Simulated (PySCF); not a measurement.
**C2HCl2In (SMILES C#[C][In]([Cl])[Cl]): a chain of runs**

We compute a series of 8 runs (PBE0-D4/def2-TZVP, MP2/def2-TZVPP, RI-MP2/def2-QZVPP, PBE-D4/def2-TZVPP, r2SCAN-D4/def2-TZVPP, B3LYP-D4/def2-TZVPP, PBE0-D4/def2-TZVPP, HF/STO-3G) of C2HCl2In. The job is set up through a Python script.

The calculation is run with PySCF 2.14.0.

1 further run of the same task is left out (for a faulty analytic Hessian).

## (1) Starting point

The species is C2HCl2In (6 atoms), meant as a singlet with charge 0. As SMILES, `C#[C][In]([Cl])[Cl]`. The shape comes from GFN2-xTB, which is rough for such elements, and wasn't checked as a minimum. The run starts from this shape.

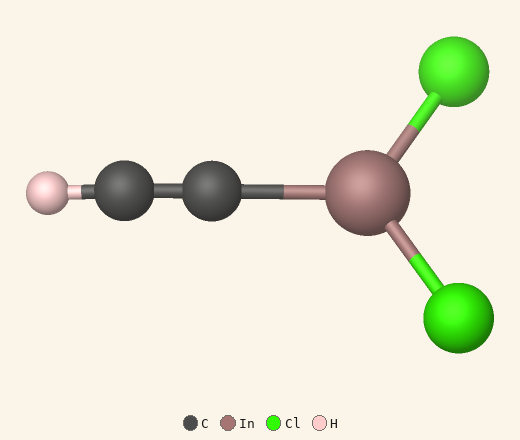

The structure, seen from a chosen angle (carbon dark grey, indium brown, chlorine green, hydrogen pink).

## (2) A structure relaxation at PBE0-D4/def2-TZVP (density fitting with def2-universal-jkfit, core potential) (run 1)

Contents of mol.xyz:

```xyz
6

C     -0.097490     0.224130     2.090450
C      0.005030     0.067810     0.902550
In     0.109340    -0.158880    -1.223980
Cl    -0.387680    -2.130700    -2.283140
Cl     0.654170     1.593150    -2.599910
H     -0.283360     0.404500     3.114030
```

Contents of input.py:

```python
from pyscf import gto, dft
from pyscf.geomopt.geometric_solver import kernel as optimise

molecule = gto.M(
    atom='mol.xyz',
    verbose=3,
    spin=0,
    charge=0,
    ecp={'In': 'def2-svp'},
    max_memory=1860,
    basis='def2-tzvp',
)

ks = dft.RKS(molecule)
ks.xc = 'pbe0'
ks = ks.density_fit(auxbasis='def2-universal-jkfit')
ks.grids.level = 4
ks.max_cycle = 100
ks.disp = 'd4'
ks.conv_tol = 1e-09
converged, mol_eq = optimise(ks, maxsteps=100)
print('converged:', converged)
print(mol_eq.tostring())

ks.reset(mol_eq)
molecule = mol_eq
ks.kernel()
etot = ks.e_tot
print(f'total energy: {etot:.8f} hartree')
```

Launch:

```
$ OMP_NUM_THREADS=1 python input.py
```

Output:

```text
maxiter                   100
----------------------------------------------------------
Custom engine selected.
Bonds will be generated from interatomic distances less than 1.20 times sum of covalent radii
18 internal coordinates being used (instead of 18 Cartesians)
Internal coordinate system (atoms numbered from 1):
Distance 1-2
Distance 1-6
Distance 2-3
Distance 3-4
Distance 3-5
Angle 2-3-5
Angle 4-3-5
LinearAngleX 2-1-6
LinearAngleY 2-1-6
LinearAngleX 1-2-3
LinearAngleY 1-2-3
Out-of-Plane 3-2-4-5
Translation-X 1-6
Translation-Y 1-6
Translation-Z 1-6
Rotation-A 1-6
Rotation-B 1-6
Rotation-C 1-6
> ===== Optimization Info: ====
> Job type: Energy minimization
> Maximum number of optimization cycles: 100
> Initial / maximum trust radius (Angstrom): 0.100 / 0.300
> Convergence Criteria:
> Will converge when all 5 criteria are reached:
>  |Delta-E| < 1.00e-06
>  RMS-Grad  < 3.00e-04
>  Max-Grad  < 4.50e-04
>  RMS-Disp  < 1.20e-03
>  Max-Disp  < 1.80e-03
> === End Optimization Info ===

Geometry optimization cycle 1
Cartesian coordinates (Angstrom)
 Atom        New coordinates             dX        dY        dZ
[... 7 lines left out ...]
WARN: Mole.unit (angstrom) is changed to Bohr
[... 12 lines left out ...]
Step    0 : Gradient = 1.717e-02/3.202e-02 (rms/max) Energy = -1187.0423878575
[... 34 lines left out ...]
converged SCF energy = -1187.04494555993
[... 45 lines left out ...]
converged SCF energy = -1187.04502397896
[... 45 lines left out ...]
converged SCF energy = -1187.04503198615
[... 45 lines left out ...]
converged SCF energy = -1187.04503441484
[... 45 lines left out ...]
converged SCF energy = -1187.04503483014
[... 35 lines left out ...]
Converged! =D
[... 1 line left out ...]
converged: True
C          -0.13601576        0.23830889        2.05107223
C          -0.06011115        0.10065326        0.85494688
In          0.07064508       -0.13963662       -1.18045144
Cl         -0.37294157       -2.13887296       -2.23049861
Cl          0.67106891        1.56689749       -2.60315865
H          -0.20332800        0.36036799        3.10874546
converged SCF energy = -1187.0450349248
total energy: -1187.04503492 hartree
```

Wall time 14 min (1 thread of AMD EPYC (Zen 3), shared host); peak memory 1.8 GiB.

Steps, from the record of the run:

```csv
step,energy from the first frame kept (eV),largest force (eV/Å)
0,0.0000,1.6465
1,-0.0587,0.5769
2,-0.0696,0.1025
3,-0.0712,0.0609
4,-0.0717,0.0344
5,-0.0719,0.0185
6,-0.0720,0.0140
7,-0.0720,0.0086
8,-0.0720,0.0061
9,-0.0720,0.0060
10,-0.0720,0.0063
11,-0.0720,0.0045
```

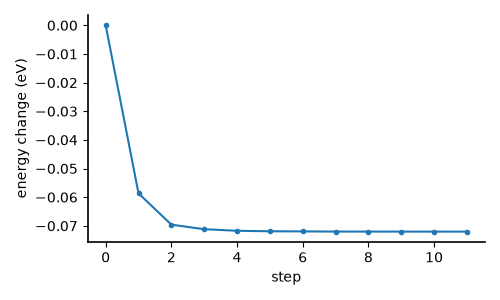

Energy along the run.

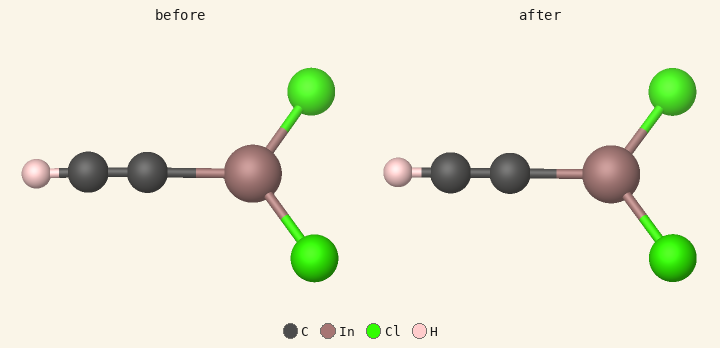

Before and after, at one scale.

After the run. Bond lengths: C1–C2 1.206 Å, C2–In3 2.054 Å, In3–Cl4 2.301 Å, In3–Cl5 2.301 Å, C1–H6 1.067 Å. Angles: C1–C2–In3 179.8°, C2–In3–Cl4 122.8°, C2–In3–Cl5 122.9°, Cl4–In3–Cl5 114.4°, C2–C1–H6 180.0°.

## (3) The energy at MP2/def2-TZVPP (core potential) (run 3)

Contents of job.py:

```python
from pyscf import gto, scf, mp

molecule = gto.Mole()
molecule.atom = '''
C     -0.136016     0.238309     2.051072
C     -0.060111     0.100653     0.854947
In     0.070645    -0.139637    -1.180451
Cl    -0.372942    -2.138873    -2.230499
Cl     0.671069     1.566897    -2.603159
H     -0.203328     0.360368     3.108745
'''
molecule.ecp = {'In': 'def2-svp'}
molecule.basis = 'def2-tzvpp'
molecule.max_memory = 1860
molecule.verbose = 3
molecule.build()

myscf = scf.RHF(molecule)
myscf.conv_tol = 1e-10
myscf.kernel()
if not myscf.converged:
    myscf = myscf.newton().run(myscf.mo_coeff, myscf.mo_occ)

pt = mp.MP2(myscf, frozen=16).run()
e_tot = pt.e_tot
print('E = %.10f Eh' % e_tot)
```

Launch:

```
$ OMP_NUM_THREADS=1 python job.py
```

Output:

```text
converged SCF energy = -1184.63739011266
E(RMP2) = -1185.57883895142  E_corr = -0.941448838758704
E(SCS-RMP2) = -1185.53694467677  E_corr = -0.899554564109076
E = -1185.5788389514 Eh
```

Run time: 6.3 min. Hardware: 1 thread of AMD EPYC (Zen 3), shared host; peak memory 1.8 GiB.

Runs 4 to 8 aren't shown in full; the table further down has their settings and results.

## (4) The energy at HF/STO-3G (run 9)

Contents of job.py:

```python
from pyscf import gto

mol = gto.Mole()
mol.atom = [
    ('C', (-0.136016, 0.238309, 2.051072)),
    ('C', (-0.060111, 0.100653, 0.854947)),
    ('In', (0.070645, -0.139637, -1.180451)),
    ('Cl', (-0.372942, -2.138873, -2.230499)),
    ('Cl', (0.671069, 1.566897, -2.603159)),
    ('H', (-0.203328, 0.360368, 3.108745)),
]
mol.max_memory = 1860
mol.verbose = 3
mol.spin = 0
mol.basis = 'sto-3g'
mol.build()

mf = mol.RHF()
mf.conv_tol = 1e-10
mf.kernel()
if not mf.converged:
    mf = mf.newton().run(mf.mo_coeff, mf.mo_occ)

e_final = mf.e_tot
print('Final energy', e_final)
```

Launch:

```
$ OMP_NUM_THREADS=1 python job.py
```

Output:

```text
converged SCF energy = -6667.55187627492
Final energy -6667.551876274918
```

Run time: 3.3 s. Hardware: 1 thread of AMD EPYC (Zen 3), shared host; peak memory 0.14 GiB.

## (5) Overview of the runs

```csv
run,level,task,integral approximation,energy (Eh),dipole moment (D) of the reference,HOMO energy (eV),LUMO energy (eV),wall time
1,"PBE0-D4/def2-TZVP (density fitting with def2-universal-jkfit, core potential)",optimise,def2-universal-jkfit,-1187.045035,2.70,-8.84,-2.06,14 min
3,MP2/def2-TZVPP (core potential),energy,none,-1185.578839,2.98,-11.52,0.71,6.3 min
4,"RI-MP2/def2-QZVPP (density fitting with def2-universal-jkfit, core potential)",energy,def2-universal-jkfit,-1185.857364,2.95,-11.53,0.65,35 s
5,PBE-D4/def2-TZVPP (core potential),energy,none,-1186.968964,2.55,-7.60,-2.81,5.2 min
6,"r2SCAN-D4/def2-TZVPP (density fitting with def2-universal-jkfit, core potential)",energy,def2-universal-jkfit,-1187.405519,2.71,-7.86,-2.61,2.3 min
7,B3LYP-D4/def2-TZVPP (core potential),energy,none,-1187.545975,2.64,-8.57,-2.32,4.7 min
8,PBE0-D4/def2-TZVPP (core potential),energy,none,-1187.045480,2.69,-8.84,-2.06,4.5 min
9,HF/STO-3G,energy,none,-6667.551876,3.07,-9.28,4.15,3.3 s
```

## (6) What came out

| quantity | value |
| --- | --- |
| run 9, HF/STO-3G: total energy | -6667.55188 Eh |
| run 9, HF/STO-3G: dipole moment | 3.07 D |
| run 9, HF/STO-3G: HOMO energy | -9.28 eV |
| run 9, HF/STO-3G: LUMO energy | 4.15 eV |
| run 9, HF/STO-3G: HOMO–LUMO gap | 13.44 eV |

What this shows: Over runs 5, 6, 7, 8, 9 the dipole moment (its size) runs from 2.55 D (PBE-D4/def2-TZVPP) to 3.07 D (HF/STO-3G). The two ends differ in method and basis and core potential. Over runs 5, 6, 7, 8, 9 the HOMO–LUMO gap runs from 4.78 eV (PBE-D4/def2-TZVPP) to 13.44 eV (HF/STO-3G). Totals of different functionals can't be ranked against each other. Some runs of one species differ in core potentials or relativity; totals across that change don't compare. In run 9 the basis is minimal, so the values are rough. In run 9 relativity is left out where basis or elements ask for it. All runs together took 37 min, the longest 14 min.
